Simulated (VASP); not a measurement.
```xyz
3
Lattice="3.4560 0.0000 0.0000 -1.7280 2.9930 0.0000 0.0000 0.0000 4.4484" Properties=species:S:1:pos:R:3 pbc="T T T"
Te     0.0000     0.0000     4.4484
O      0.0000     1.9953     0.9630
O      1.7280     0.9977     3.4855
```

Calculation: r2SCAN meta-GGA, VASP's PBE PAW potentials (set 64) (plane waves; VASP 6.6.1). Settings: 520 eV cut-off, 11×11×8 Γ-centred mesh, tetrahedra with Blöchl corrections, potentials Te O.

Unless said otherwise, spin-orbit coupling is left out, though it shifts the bands of the heavy elements here.

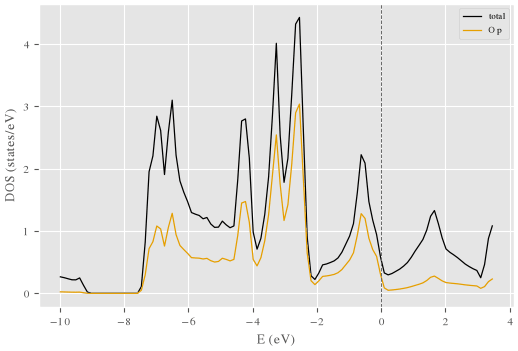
Fig. 1. Total and projected density of states, zero at the Fermi level

Within 2 eV below the Fermi level the largest weight inside VASP's projection spheres is O p, then Te s.

It has no gap at this level: it comes out as a metal or semimetal.

The structure was generated: TeO2 was put into the CdI2 type (P-3m1), which need not be its known phase. It was relaxed first, which changed the volume by +10 %.
